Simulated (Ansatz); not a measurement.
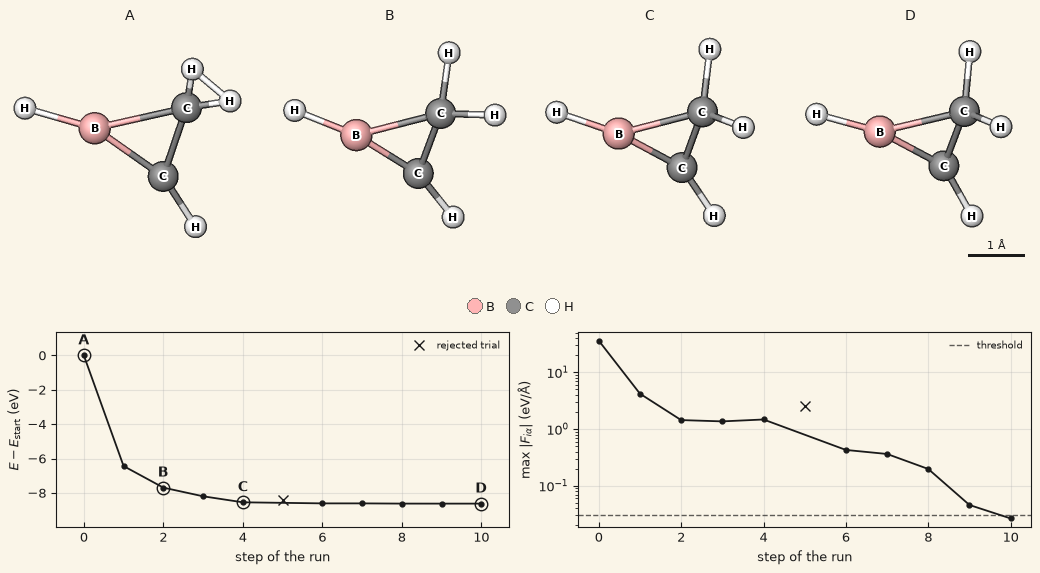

Frames of a relaxation of C$_{2}$H$_{4}$B (multiplicity 2), marked on the history of the run. The picture is a ball-and-stick view, seen at a tilt.

It is one of the separated reactants of a reaction.

All numbers below come from UKS PBE-D4/def2-SVP in Ansatz 0.2.0. (force threshold 0.03 eV/Å; at most 250 steps)

### Describe the path.

Over 9 accepted moves (10 points after the start) the energy falls by 8.620 eV. Largest force component: 36 eV/Å at the start, 0.027 eV/Å at the end. The line search rejected the trial step at point 5 of the run. The largest moves after the best rigid fit, 0.72 Å, are those of H atoms. Largest moves by element: H 0.72 Å, C 0.22 Å, B 0.12 Å. Some distances before and after: H–H 0.899 → 1.831 Å, C–H 0.799 → 1.117 Å, C–H 0.857 → 1.110 Å, C–C 1.618 → 1.466 Å. Among the angles between lasting bonds that change: C–C–H 168.6° → 121.9°, H–C–H 65.6° → 110.6°, B–C–H 173.9° → 134.7°. From step 0 to 2: an H atom moves most (0.37 Å), energy −7.689 eV. From step 2 to 4: an H atom moves most (0.39 Å), energy −0.854 eV. From step 4 to 10: an H atom moves most (0.09 Å), energy −0.077 eV.
